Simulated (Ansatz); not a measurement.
HfN (rock salt)

```xyz
4
Lattice="0.0000 4.5479 4.5479 2.2739 0.0000 2.2739 2.2739 2.2739 0.0000" Properties=species:S:1:pos:R:3 pbc="T T T"
N      0.0000     0.0000     0.0000
N      2.2739     2.2739     4.5479
Hf     2.2739     2.2739     2.2739
Hf     2.2739     4.5479     4.5479
```

The atoms are displaced by Q × the pattern below (from a DFPT mode at L = (0.5, 0.0, 0.0), largest move 1; Q in Å), at fixed cell. It is one choice among 2 degenerate patterns. (q is in reciprocal vectors of the primitive cell; the cell shown is doubled to hold the pattern.)

| atom | x | y | z |
|---|---|---|---|
| N1 | -0.285 | 0.520 | -0.805 |
| N2 | 0.285 | -0.520 | 0.805 |

Atoms not listed stay in place.

Calculation: PBE (plane waves to 420 eV, PAW, scalar-relativistic; Ansatz, a quantum-chemistry and plane-wave program). k mesh 9×18×18 (Γ-centred), Fermi-Dirac smearing 0.05 eV. E stands for the smeared free energy. With partly filled bands, energies and forces of such displacements shift with the k mesh and the smearing. HfN is run without spin polarisation. HfN was relaxed with its symmetry unable to fall. Spin-orbit coupling is left out, though Hf is heavy. The zero of ΔE is the undisplaced structure.

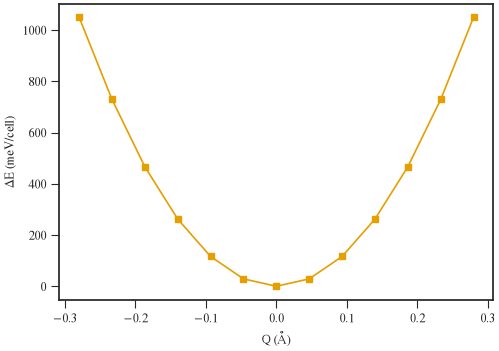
Figure. ΔE (meV/cell) against Q (Å); computed points joined by lines.

Problem. What is the energy change at Q = 0.280 Å?

Solution. About 1000 meV/cell.

Problem. What harmonic wavenumber does the curvature at Q = 0 give?

Solution. About 510 cm⁻¹.

(For displaced atoms, the force is minus the slope of the energy, and its curvature is a force constant, which sets phonon frequencies.)
